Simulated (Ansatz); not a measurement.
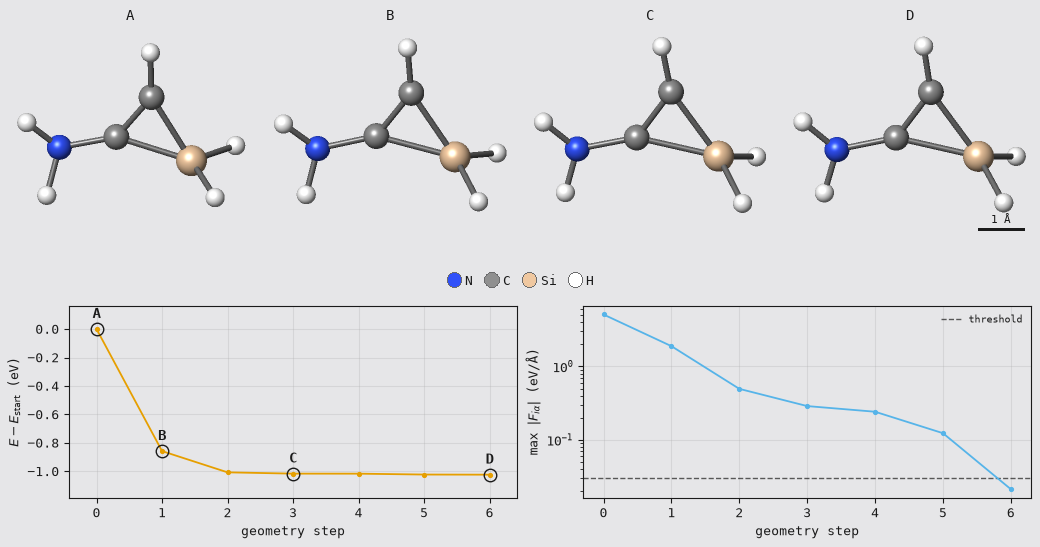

Frames of a relaxation of C₂H₅NSi (coarse preliminary run), marked on the history of the run. A ball-and-stick model, seen at a tilt.

The start comes from a force field.

Computed with Ansatz, RKS PBE-D4/def2-SVP. Set-up: force threshold 0.03 eV/Å; at most 200 steps.

### Describe the path.

Over 6 geometry steps the energy falls by 1.024 eV. Largest force component: 5.1 eV/Å at the start, 0.021 eV/Å at the end. The atom that moves furthest after the best rigid fit is an H atom (0.24 Å). By element the largest moves are H 0.24 Å, Si 0.19 Å, C 0.15 Å, N 0.10 Å. Among the contacts that change: C–Si 1.720 → 1.842 Å, C–Si 1.708 → 1.820 Å, C–C 1.279 → 1.362 Å, H–N 1.084 → 1.018 Å. Bond angles that change, for instance: C–Si–H 111.0° → 123.3°, C–Si–H 114.1° → 123.0°, H–Si–H 117.5° → 109.8°. The run took 11 s on 2 threads of Arm Neoverse V1, on a shared host. From step 0 to 1: an H atom moves most (0.17 Å), energy −0.858 eV. From step 1 to 3: an H atom moves most (0.13 Å), energy −0.158 eV. From step 3 to 6: H atoms move most (0.04 Å), energy −0.007 eV.
